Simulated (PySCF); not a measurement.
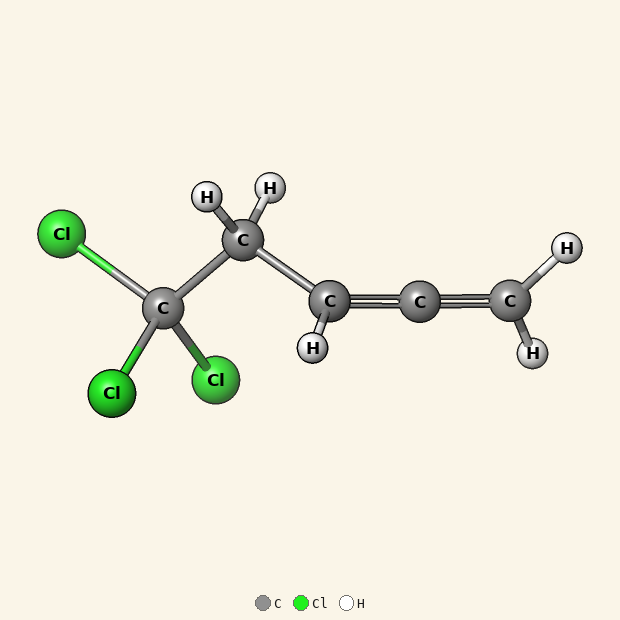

A ball-and-stick model of a molecule.

The computed structure is the end point of a GFN2-xTB optimisation. No frequency run is at hand to confirm it as a minimum.

What does the picture show?

Formula C₅H₅Cl₃. SMILES: `C=C=CCC(Cl)(Cl)Cl`. It has no ring. Among its groups: C–Cl bond. This geometry has C1 symmetry. Coordination: 2 C trigonal planar; 1 C linear; 2 C tetrahedral.

The parts below concern this one geometry. Atoms keep their numbers from picture to picture.

**Shape**

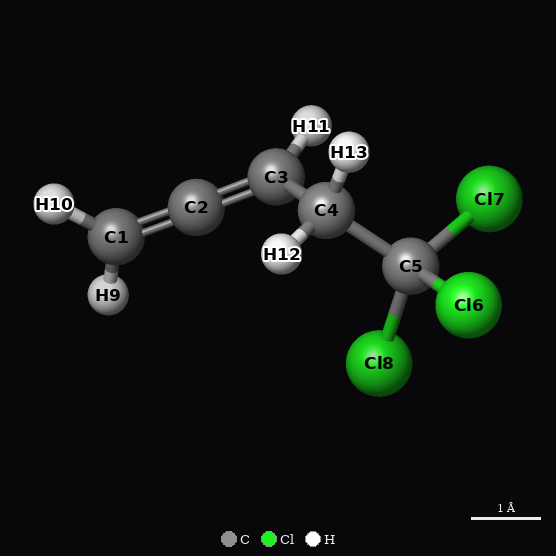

Atoms carry their numbers in the input. No frequency run is at hand to confirm it as a minimum.

List the bonds and their lengths.

| bond | length (Å) | order |
| --- | --- | --- |
| C1–C2 | 1.292 | double |
| C1–H9 | 1.078 | single |
| C1–H10 | 1.078 | single |
| C2–C3 | 1.298 | double |
| C3–C4 | 1.505 | single |
| C3–H11 | 1.081 | single |
| C4–C5 | 1.521 | single |
| C4–H12 | 1.092 | single |
| C4–H13 | 1.093 | single |
| C5–Cl6 | 1.783 | single |
| C5–Cl7 | 1.777 | single |
| C5–Cl8 | 1.777 | single |

**Dipole moment**

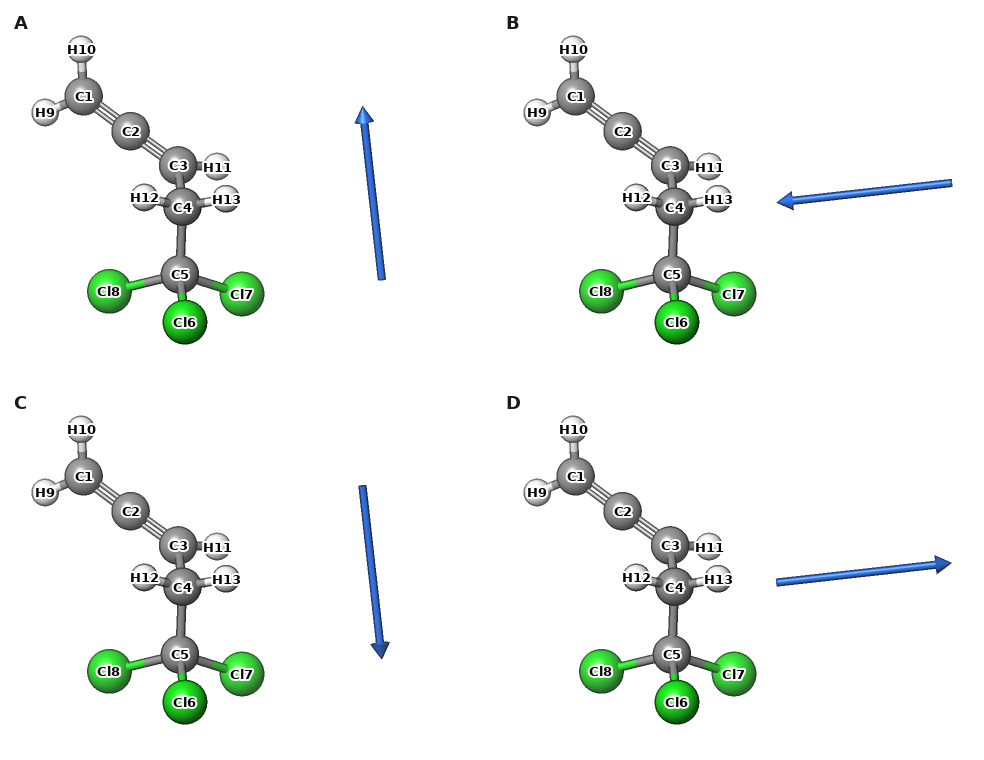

The same molecule four times, each with an arrow. No frequency run is at hand to confirm it as a minimum. Method: PBE0/pcSseg-1, gas phase (PySCF 2.14.0).

> Which arrow points along the dipole moment, from the negative to the positive end?

A. The dipole moment is 2.10 D; it points from the side of Cl6, Cl7 to the side of H10 (the outermost atoms at the two ends).

**Excitation**

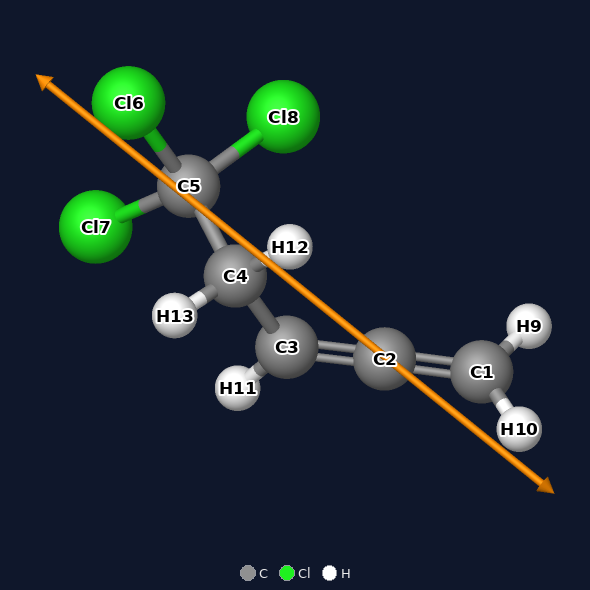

The double arrow shows the direction of the transition dipole to excited singlet state 2 (its length means nothing). No frequency run is at hand to confirm it as a minimum. Level of theory: TDDFT PBE0/def2-SVPD, vertical, gas phase, core orbitals frozen in the response (PySCF 2.14.0).

> How is the transition polarised?

Close to the long direction C1···Cl6.

> Where does the transition lie, and how strong is it?

5.99 eV (207 nm), oscillator strength 0.030, mainly HOMO → LUMO (weight 0.69); transition dipole 1.14 D.

**Charges**

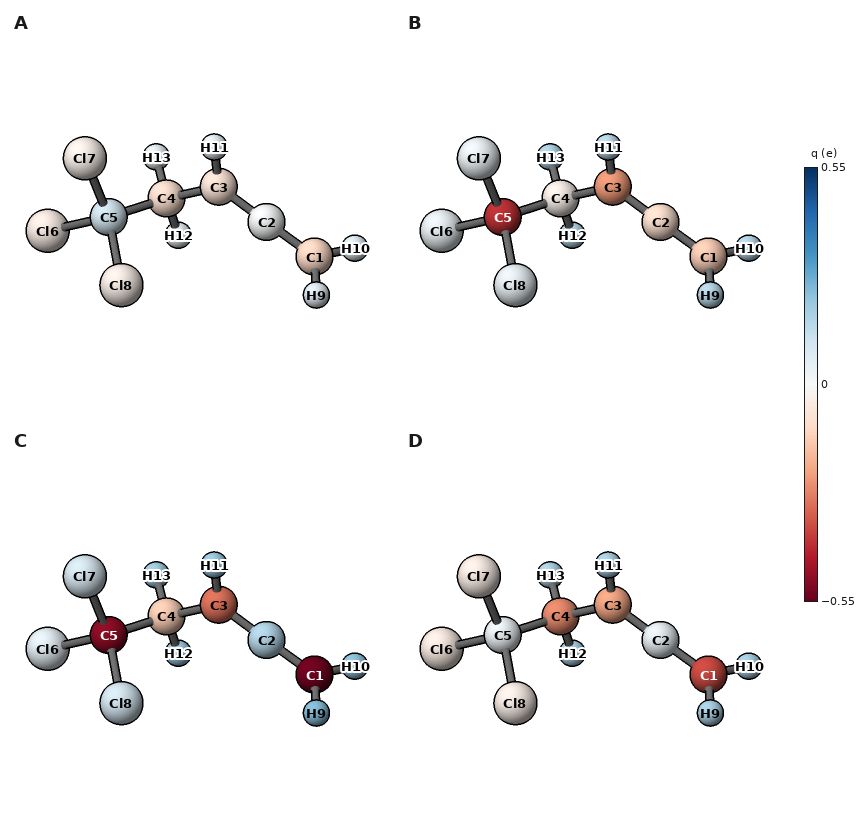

Atomic charges of one calculation by 4 schemes, on one colour scale. No frequency run is at hand to confirm it as a minimum. Method: PBE0/pcSseg-1 (PySCF 2.14.0).

> The schemes are ESP-fitted, Hirshfeld, IAO, Mulliken. Which panel shows which?

A Hirshfeld, B Mulliken, C ESP-fitted, D IAO.

List the charges (e), one line for each set of equivalent atoms.

| atom | Hirshfeld | Mulliken | ESP-fitted | IAO |
| --- | --- | --- | --- | --- |
| C1 | −0.11 | −0.14 | −0.53 | −0.36 |
| C2 | 0.01 | −0.09 | 0.16 | 0.05 |
| C3 | −0.08 | −0.24 | −0.30 | −0.21 |
| C4 | −0.09 | −0.03 | −0.13 | −0.26 |
| C5 | 0.10 | −0.40 | −0.49 | 0.03 |
| Cl6 | −0.04 | 0.04 | 0.05 | −0.04 |
| Cl7 | −0.03 | 0.03 | 0.09 | −0.04 |
| Cl8 | −0.04 | 0.04 | 0.10 | −0.04 |
| H9 | 0.06 | 0.15 | 0.24 | 0.18 |
| H10 | 0.06 | 0.15 | 0.22 | 0.18 |
| H11 | 0.04 | 0.15 | 0.20 | 0.17 |
| H12 | 0.05 | 0.16 | 0.20 | 0.17 |
| H13 | 0.05 | 0.16 | 0.19 | 0.17 |

Mulliken values depend strongly on the basis set and can even reverse the polarity of a bond.
